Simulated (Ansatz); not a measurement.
# Geometry relaxation, with input and output: Al₃ (charge −1)

The run: geometry relaxation of Al₃, charge −1, multiplicity 5. Method and program: UKS r2SCAN-D4/def2-TZVPD (Ansatz 0.2.0).

The geometry: r2SCAN-D4/def2-TZVPD start. Figures and captions count atoms from 1; the log counts them from 0 in places.

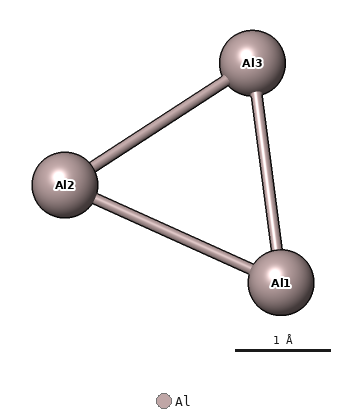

Figure 1. The structure as given in the input (ball-and-stick view, seen at a tilt; atoms are numbered from 1 in the order of the input). Sticks mark near contacts. Bond lengths as drawn: Al–Al 2.49 to 2.50 Å.

The input
```yaml
crystal:
  periodic: [false, false, false]
  atoms:
    - {symbol: Al, position_ang: [-0.059248, -0.027632, 0.036290]}
    - {symbol: Al, position_ang: [1.704852, -1.303219, -1.186340]}
    - {symbol: Al, position_ang: [1.806897, 1.188251, -1.083351]}
basis:
  gaussian: {orbitals: def2-TZVPD}
total_charge: -1
magnetization: {spin_polarized: true, initial_magnetization: 4}
hamiltonian: {xc: r2scan, dispersion: d4}
scf: {lower_state_search: "off"}
output: {orbitals: {seedname: orbitals}}
relax: {f_tol: 0.02, max_steps: 100}
```

Run as:
```bash
ansatz run in.yaml --threads 4 --pin off --events-out ev --progress --plain --max-ram 3916MiB
```

Output
```
Functional definition: r2SCAN
  name "r2SCAN"
  cite "Furness, Kaplan, Ning, Perdew & Sun, J. Phys. Chem. Lett. 11, 8208 (2020) doi:10.1021/acs.jpclett.0c02405"
  cite "Furness, Kaplan, Ning, Perdew & Sun, J. Phys. Chem. Lett. 11, 9248 (2020) doi:10.1021/acs.jpclett.0c03077"
  parent r2scan
  parameter k0 = 0.174
  parameter k1 = 0.065
  parameter a1 = 4.9479
  exchange = r2scan_x(k0 = k0, k1 = k1, a1 = a1)
  correlation = r2scan_c
these checks for a lower state are left out or cut short: stability, starts, cluster_reference, orbital_swaps, neighbouring_geometries, increment
792 factors; their error is unknown
mean field evaluation 1: about -19787.5924 eV, gradient 3.4e0 eV
mean field evaluation 2: about -19787.6541 eV, gradient 2.2e0 eV
mean field evaluation 4: about -19787.7052 eV, gradient 2.9e-1 eV
mean field evaluation 8: about -19787.7039 eV, gradient 4.2e-2 eV
mean field evaluation 16: about -19787.7039 eV, gradient 1.9e-5 eV
mean field -19787.70392442 eV, -727.1847066350 hartree, gradient 4.4e-6 eV, S^2 6.005065; 0 other end points of the search recorded, 0 dependent functions left out
the calculation of the forces begins
reference -19787.70394883 eV, -727.1847075320 hartree; 22, 18 occupied and 107, 111 virtual orbitals, 792 factors
relax step   1: F+E_penalty+E_count = -19787.72444038 eV  Δ(F+E_penalty+E_count) = +0.000e0 eV  max|allowed force component| = 1.271e0 eV/Å  Δτ_max = 0.0000 Å  (16 SCF iters, accepted)
these checks for a lower state are left out or cut short: stability, starts, cluster_reference, orbital_swaps, neighbouring_geometries, increment
792 factors; their error is unknown
mean field -19787.90846153 eV, -727.1922232351 hartree, gradient 1.0e-6 eV, S^2 6.005721; 0 other end points of the search recorded, 0 dependent functions left out
the calculation of the forces begins
reference -19787.90848551 eV, -727.1922241162 hartree; 22, 18 occupied and 107, 111 virtual orbitals, 792 factors
relax step   2: F+E_penalty+E_count = -19787.92933394 eV  Δ(F+E_penalty+E_count) = -2.049e-1 eV  max|allowed force component| = 2.687e-1 eV/Å  Δτ_max = 0.0813 Å  (28 SCF iters, accepted)
these checks for a lower state are left out or cut short: stability, starts, cluster_reference, orbital_swaps, neighbouring_geometries, increment
792 factors; their error is unknown
mean field evaluation 32: about -19787.9223 eV, gradient 6.6e-2 eV
mean field -19787.92228660 eV, -727.1927312972 hartree, gradient 1.2e-6 eV, S^2 6.006029; 0 other end points of the search recorded, 0 dependent functions left out
the calculation of the forces begins
reference -19787.92231042 eV, -727.1927321723 hartree; 22, 18 occupied and 107, 111 virtual orbitals, 792 factors
relax step   3: F+E_penalty+E_count = -19787.94330755 eV  Δ(F+E_penalty+E_count) = -1.397e-2 eV  max|allowed force component| = 1.424e-3 eV/Å  Δτ_max = 0.0316 Å  (25 SCF iters, accepted)
```

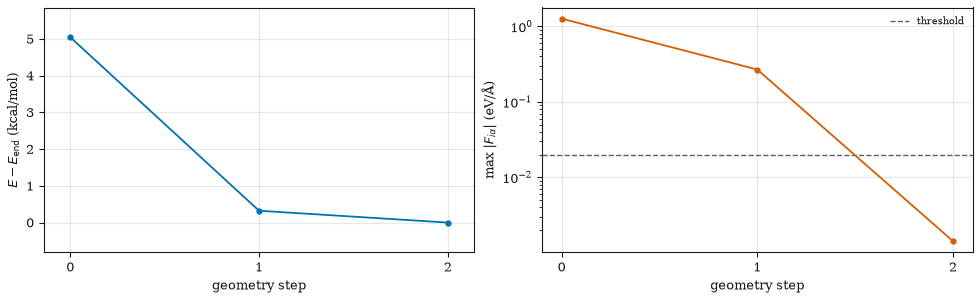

Figure 2. Progress of the relaxation, step by step (the first geometry is step 0 here and step 1 in the log).

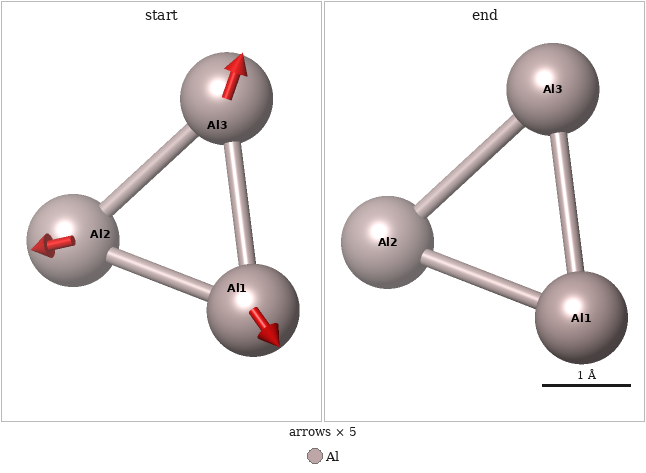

Figure 3. Before (left) and after (right) the relaxation, at one scale (ball-and-stick view, seen at a tilt). The red arrows give the displacements, magnified 5 times. The energy falls by 5.05 kcal/mol in 2 geometry steps. Largest force component: 1.3 eV/Å at the start, 0.0014 eV/Å at the end. The largest moves after the best rigid fit, 0.11 Å, are those of Al1, Al2 and Al3. Among the contacts that change: Al1–Al3 2.493 → 2.689 Å, Al1–Al2 2.497 → 2.689 Å. (Atoms are counted from 1 in the order of the input.)

```
Total energy: -19787.94333137 eV, -727.1935046780 hartree
Atom 0 at    -0.153520    -0.027640     0.097010 Å, force     0.001063     0.000882    -0.000625 eV/Å
Atom 1 at     1.746905    -1.399599    -1.219953 Å, force     0.000164     0.000542    -0.000069 eV/Å
Atom 2 at     1.859116     1.284639    -1.110458 Å, force    -0.001227    -0.001424     0.000694 eV/Å
Dipole moment:    -0.000016    -0.000014     0.000010 e Å
Checks for a lower state left out: stability, starts, cluster_reference, orbital_swaps, neighbouring_geometries, increment
```

Trajectory as extended XYZ (Å, eV, eV/Å), 3 frames, from step=1 to step=3
```
3
Properties=species:S:1:pos:R:3:forces:R:3 step=1 energy=-19787.72444
Al   -0.0592   -0.0276    0.0363   -1.2391   0.0053   0.7985
Al    1.7049   -1.3032   -1.1863    0.5566  -1.2710  -0.4446
Al    1.8069    1.1883   -1.0834    0.6825   1.2657  -0.3539
3
Properties=species:S:1:pos:R:3:forces:R:3 step=2 energy=-19787.92933
Al   -0.1273   -0.0273    0.0802   -0.2627  -0.0003   0.1692
Al    1.7355   -1.3731   -1.2108    0.1170  -0.2684  -0.0935
Al    1.8443    1.2578   -1.1028    0.1457   0.2687  -0.0757
3
Properties=species:S:1:pos:R:3:forces:R:3 step=3 energy=-19787.94331
Al   -0.1535   -0.0276    0.0970    0.0011   0.0009  -0.0006
Al    1.7469   -1.3996   -1.2200    0.0002   0.0005  -0.0001
Al    1.8591    1.2846   -1.1105   -0.0012  -0.0014   0.0007
```

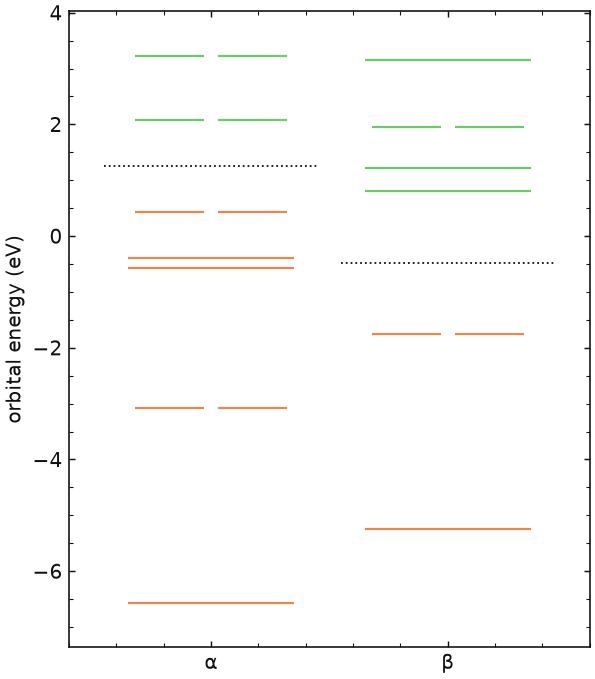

Figure 4. Orbital energies near the frontier for α and β spins; the dotted line parts filled from empty levels, and levels within 0.02 eV of each other stand side by side. α: highest filled 0.44 eV, lowest empty 2.08 eV, 1.64 eV apart; β: highest filled −1.76 eV, lowest empty 0.81 eV, 2.57 eV apart.

Results in brief

```csv
quantity,value
outcome,converged
total energy,−19787.9433 eV
mean-field energy,−19787.9223 eV
dispersion energy,−0.0210 eV
⟨S²⟩,6.006
HOMO (either spin),0.44 eV
LUMO (either spin),0.81 eV
largest force (length of the vector) at the end,0.002 eV/Å
hardware,"4 threads of Arm Neoverse V2, 23 GiB of memory available, shared host"
wall time,7 s (CPU time 25 s)
peak memory,0.28 GiB
```

Remarks

The highest filled orbital lies above zero: either the extra electron isn't bound at this level, or the self-interaction error of the functional lifts the level.
